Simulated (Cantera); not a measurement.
Charge: 1 mol Ti, 0.95 mol C3H8, 120 mol H2, 0.18 mol H2O, equilibrated at 90.0 mbar.

Equilibrium computed with Cantera from the NASA thermochemical tables; the gas is ideal and each condensed phase is pure. Candidate condensed phases: C, C6H6, C7H8, C8H18, H2O, Ti, TiC, TiO, TiO2, Ti2O3, Ti3O5, Ti4O7; 113 gas species. TiC: taken at fixed stoichiometry. Kinetics and transport are ignored.

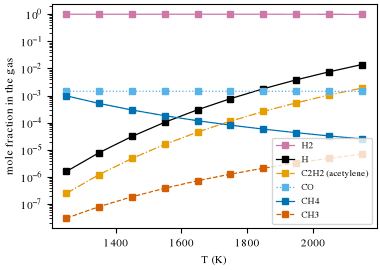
*Equilibrium gas composition (values under 1e-9 drawn at 1e-9)*

From 1250 K to 2150 K the condensed part is C(graphite) + TiC(s).
